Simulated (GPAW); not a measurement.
# Surface energy and work function of Be(0001) from slabs of 3 to 12 layers (LDA)

How do energy and work function of Be(0001) films settle with thickness, and what surface energy follows?

Set-up. GPAW 26.7.0, plane waves at 450 eV with PAW setups; symmetric 1×1 slabs cut at the tabulated lattice constant (two decimals; low-temperature values for the alkali metals), atoms at bulk places, 7.5 Å of vacuum on each side, one in-plane mesh for all thicknesses, Fermi-Dirac smearing of 0.1 eV. Energies are extrapolated to zero smearing and count from the program's reference atoms. Functional LDA. The cell's area is 4.542 Å².

The runs, one held back:

```tsv
layers	energy (eV)	work function (eV)
3	−11.3878	5.43
4	−15.5562	5.48
5	−19.7295	5.50
6	−23.9060	5.49
7	−28.0815	5.49
8	−32.2599	5.49
9	−36.4386	5.48
10	−40.6197	5.48
11	−44.7996	5.49
12	?	?
```

To predict: What surface energy do these runs give, and what energy and work function should the 12-layer slab have?

Worked answer. A slab of n layers has E(n) = nε + 2Aγ once its middle is bulk-like. A line through n = 6 to 11 has the slope ε = −4.1789 eV a layer and the intercept 2Aγ = 1.1697 eV (r.m.s. residual 1.5 meV). So γ = 1.1697 / (2 × 4.542 Å²) = 0.1288 eV/Å² = 2.06 J/m², with a standard error of under 0.01 J/m² from the scatter about the line. For 12 layers: 1.1697 + 12 × (−4.1789) = −48.977 eV; the run gives −48.980 eV, 3.1 meV under the line. The work function has no such law: from 6 to 11 layers it moves between 5.48 and 5.49 eV (mean 5.49), and the 12-layer slab gives 5.48 eV. The thinnest slab, 3 layers, lies −0.06 eV from that mean.

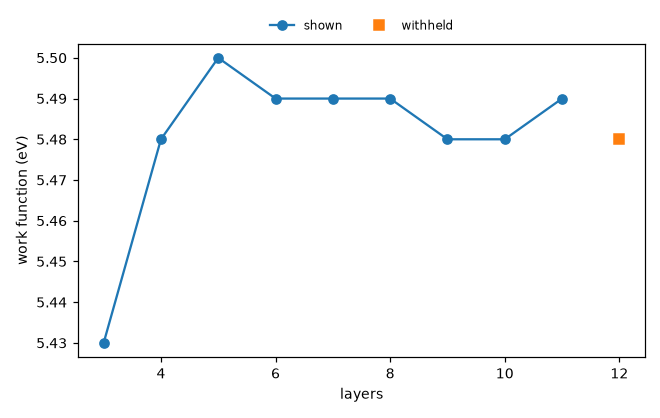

Work function against thickness.

Caveats: The surfaces are unrelaxed, so γ is an upper bound for this functional and lattice constant. The tabulated lattice constant isn't the functional's own, which strains the slab a little.

[Logs are printed without paths, hosts, clocks, repeated set-up lines and the standing remarks that a program may print on its own settings, such as how far it seeks lower states.]
